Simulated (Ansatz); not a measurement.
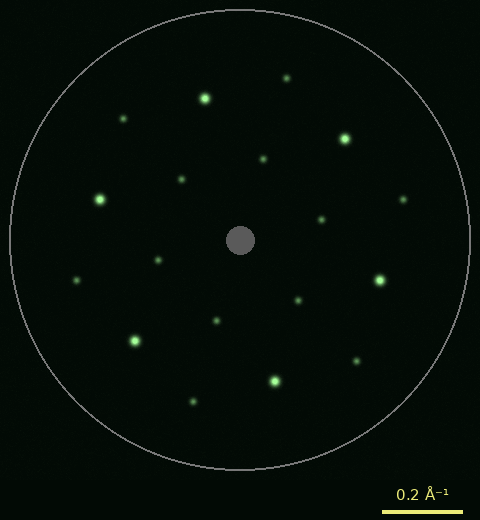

Simulated LEED pattern at 75 eV and normal incidence, from the upper face of a slab model. Spot positions follow from the surface net; brightness is a rough single-scattering estimate from the outer layers, good only for telling present from absent.

Find the real-space surface cell from the pattern.

Answer. The spots form a hexagonal reciprocal net with shortest vectors 0.211 and 0.211 Å⁻¹ at 60.0°. The primitive real-space mesh has edges 5.48 and 5.48 Å at 60.0° (or its supplement) and area 26.0 Å².

The slab has composition MgTl2 (3 atoms a cell, 0.0 Å thick). Structure: the end point of a relaxation with Ansatz, DFT PBE, scalar-relativistic, plane waves, PAW; the starting structure was generated, so it need not be a known form of this composition.

Which atoms form the outermost layer?

Answer. The highest atoms of the upper face (within 0.6 Å of the top) are Mg, Tl; the spot positions alone do not show this.
